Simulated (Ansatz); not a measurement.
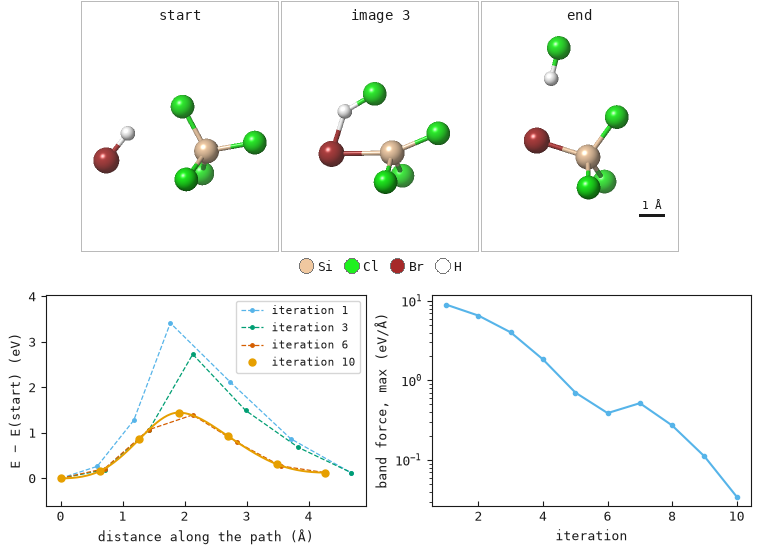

NEB run on SiHBrCl₄, made up at the start of SiCl4 and HBr. Images are numbered from 0 (start) to 6 (end). The plot follows the band through its iterations. The picture is a ball-and-stick view, seen at a tilt.

These are results of Ansatz 0.2.0, RKS PBE-D4/def2-SVP, not measurements. Run with 5 movable images; climbing image; force threshold 0.05 eV/Å; iteration limit 60; spring constant 50.0 eV/Å²; starting path through a guess of the saddle point.

Q: Judge this run.

A: The run is converged, with reservations. The band converged in 10 iterations. The largest component of the band force went from 9 to 0.034 eV/Å. The climbing image converged on the top of the path. Its curvatures weren't checked. The spring constant is far from the usual few eV/Å², which spoils the spacing or the steps. The first iteration put the highest image at 3.42 eV. The highest point, image 3, lies 1.45 eV above the start and 1.32 eV above the end; the end is at +0.13 eV relative to the start.

Limits of the set-up: the start holds two separate molecules, 2.5 Å apart at their closest, whose relative position is a soft coordinate.

The run took 43 s on 4 threads of Intel(R) Xeon(R) 6975P-C (Granite Rapids), on a shared host, peak memory 0.23 GiB.
